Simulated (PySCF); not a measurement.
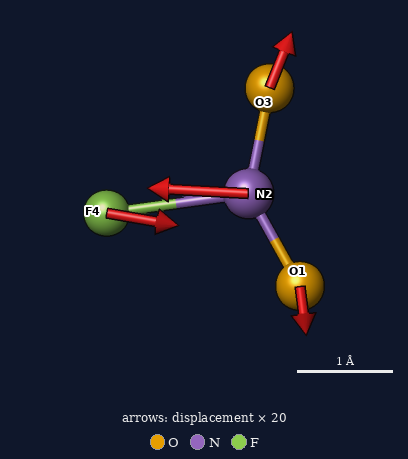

A relaxation of NO2F. The starting structure is drawn; red arrows show the displacements, magnified 20 times. The two geometries are superimposed by the best rigid fit.

The picture is a ball-and-stick view, seen face on.

The start comes from GFN2-xTB. Its atoms were then displaced at random by about 0.01 Å.

Computed with PBE0-D3(BJ)/def2-SVP geometry optimisation, gas phase in PySCF 2.14.0, density-fitted response routines. 

> Which element moves most?

Nitrogen: up to 0.054 Å, against 0.039 Å for fluorine.

> Describe the change and its energy.

N2 moves most after the best rigid fit: 0.054 Å. Largest moves by element: N 0.054 Å, F 0.039 Å, O 0.033 Å. Some distances before and after: N2–F4 1.519 → 1.428 Å, O1–N2 1.118 → 1.172 Å, N2–O3 1.131 → 1.172 Å. Among the angles between lasting bonds that change: O1–N2–O3 139.5° → 134.9°, O3–N2–F4 108.8° → 112.6°. After 8 geometry steps the energy has fallen by 6.39 kcal/mol. Cost: 6.6 s on 1 thread of Arm Neoverse V2, with other jobs on the host.
